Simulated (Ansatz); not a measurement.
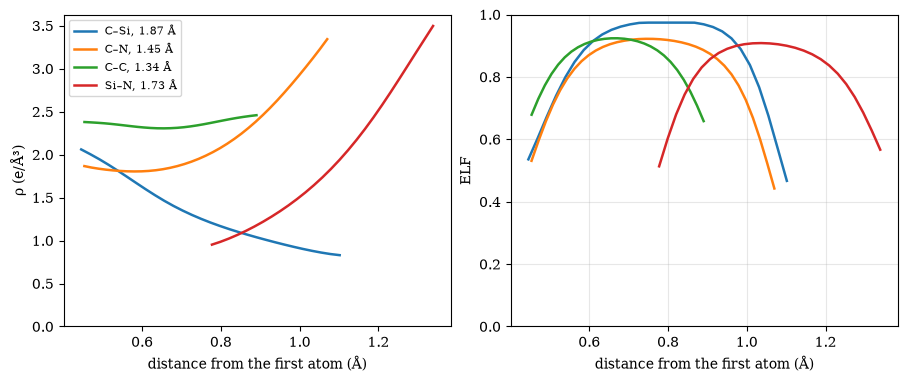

*C8H21N3Si (Si(vinyl)(NHEt)3). Electron density and electron localisation function along straight lines between neighbouring atoms. The curves leave out the atomic cores.*

Geometry: r2SCAN-D4/def2-SVP.

The calculation used RKS PBE0-D4/def2-TZVP (Ansatz).

Input

```
crystal:
  periodic: [false, false, false]
  atoms:
    - {symbol: Si, position_ang: [0.301700, 0.112805, 0.175579]}
    - {symbol: C, position_ang: [0.266452, 0.056282, 2.049272]}
    - {symbol: C, position_ang: [1.311295, -0.291450, 2.819451]}
    - {symbol: H, position_ang: [-0.673905, 0.313784, 2.561964]}
    - {symbol: H, position_ang: [2.272928, -0.576004, 2.373404]}
    - {symbol: H, position_ang: [1.257491, -0.317515, 3.915272]}
    - {symbol: N, position_ang: [1.976284, 0.204892, -0.258933]}
    - {symbol: C, position_ang: [2.487340, -0.088287, -1.587492]}
    - {symbol: C, position_ang: [2.510289, 1.110672, -2.533786]}
    - {symbol: H, position_ang: [2.592429, 0.790356, 0.299444]}
    - {symbol: H, position_ang: [3.502562, -0.523103, -1.512381]}
    - {symbol: H, position_ang: [1.849296, -0.881276, -2.016515]}
    - {symbol: H, position_ang: [1.490516, 1.503392, -2.676861]}
    - {symbol: H, position_ang: [2.917893, 0.838220, -3.521640]}
    - {symbol: H, position_ang: [3.133708, 1.924815, -2.126517]}
    - {symbol: N, position_ang: [-0.581834, 1.437893, -0.527236]}
    - {symbol: C, position_ang: [-2.006492, 1.683441, -0.380455]}
    - {symbol: C, position_ang: [-2.358115, 2.692683, 0.709939]}
    - {symbol: H, position_ang: [-0.046453, 2.278963, -0.730750]}
    - {symbol: H, position_ang: [-2.439206, 2.024698, -1.342497]}
    - {symbol: H, position_ang: [-2.492136, 0.715673, -0.161735]}
    - {symbol: H, position_ang: [-1.993530, 2.354699, 1.693341]}
    - {symbol: H, position_ang: [-3.447432, 2.848667, 0.778048]}
    - {symbol: H, position_ang: [-1.893159, 3.671437, 0.502621]}
    - {symbol: N, position_ang: [-0.477912, -1.292391, -0.457533]}
    - {symbol: C, position_ang: [-0.439508, -2.636352, 0.087014]}
    - {symbol: C, position_ang: [-1.786276, -3.102857, 0.629424]}
    - {symbol: H, position_ang: [-1.055642, -1.185434, -1.287554]}
    - {symbol: H, position_ang: [-0.075856, -3.358007, -0.671902]}
    - {symbol: H, position_ang: [0.308772, -2.654143, 0.897966]}
    - {symbol: H, position_ang: [-2.126404, -2.438862, 1.440522]}
    - {symbol: H, position_ang: [-1.730113, -4.131414, 1.021951]}
    - {symbol: H, position_ang: [-2.554974, -3.086257, -0.161453]}
basis:
  gaussian: {orbitals: def2-TZVP, initial_orbitals: start.molden}
hamiltonian: {xc: pbe0, dispersion: d4}
scf: {omitted_lower_state_checks: [starts]}
output: {forces: true, orbitals: {seedname: orbitals}}
```

Run with:

```sh
ansatz run in.yaml --threads 4 --pin off --events-out ev --progress --plain --max-ram 6963MiB
```

### Compare the contacts.

C–Si (1.87 Å): ρ at the midpoint is about 0.98 e/Å³; the ELF peaks at about 1 between the atoms (a covalent bond).
C–N (1.45 Å): the density is about 1.9 e/Å³ at the midpoint; the ELF peaks at about 0.90 between the atoms (localised, covalent bonding).
C–C (1.34 Å): ρ is about 2.3 e/Å³ halfway; the ELF peaks at about 0.90 between the atoms; a multiple bond.
Si–N (1.73 Å): ρ is about 1.1 e/Å³ halfway; the ELF peaks at about 0.90 between the atoms: a polar covalent bond.
